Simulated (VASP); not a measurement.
Band structure of SnSb (space group R3m). Level of theory: PBEsol GGA, VASP's PBE PAW potentials (set 64) (plane waves; VASP).

Unless said otherwise, spin-orbit coupling is left out, though it shifts the bands of the heavy elements here.

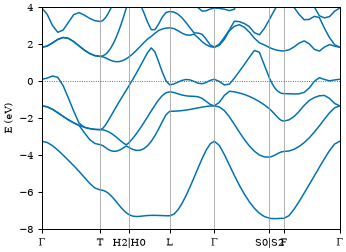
Figure. Bands along high-symmetry lines, zero at the valence-band maximum or, without a gap, the Fermi level

Q: Read the plot: is there a gap, and where are the band edges?

A: It has no gap at this level: it comes out as a metal or semimetal. (Edges off the drawn lines would not show.)

The structure comes from a computed database's SnSb entry (R3m); how it stands against other phases isn't given here. It was relaxed first, which changed the volume by -13 %. The electron count is odd and the run is not spin-polarised, which forces a metal.
